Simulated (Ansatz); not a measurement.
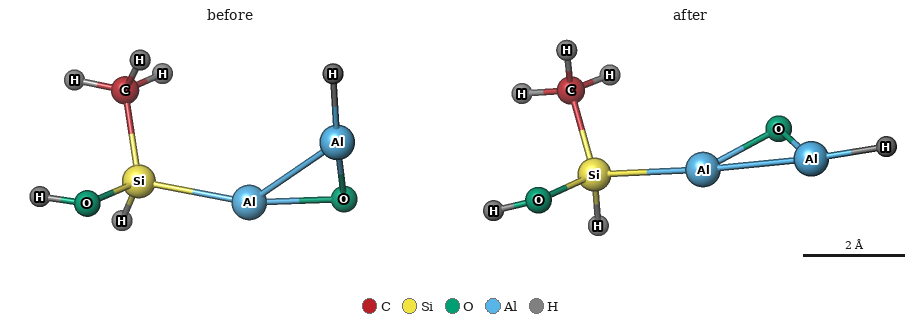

The structure of CH$_{6}$Al$_{2}$O$_{2}$Si (coarse preliminary run) before (left) and after (right) a relaxation, at one scale.

Style: ball-and-stick. Shown at a tilt.

The start comes from a force field.

These are results of RKS PBE-D4/def2-SVP (Ansatz), not measurements. (force threshold 0.03 eV/Å; at most 200 steps)

### Summarise the run.

After 22 accepted moves (23 points after the start) the energy has fallen by 1.946 eV. The largest force component goes from 3 to 0.0032 eV/Å. The line search rejected the trial step at point 13 of the run. The forces were under the threshold at step 16, but the run went on from there. The atom that moves furthest after the best rigid fit is an H atom (2.35 Å). Largest moves by element: H 2.35 Å, O 1.52 Å, Al 0.90 Å, C 0.41 Å, Si 0.18 Å. Among the contacts that change: Al–Si 2.336 → 2.479 Å, Al–O 1.893 → 1.776 Å, Al–O 1.867 → 1.775 Å, Al–Al 2.468 → 2.399 Å. Among the angles between lasting bonds that change: Al–Al–H 130.4° → 173.5°, Si–Al–Al 137.0° → 175.4°, O–Al–H 159.5° → 126.0°.
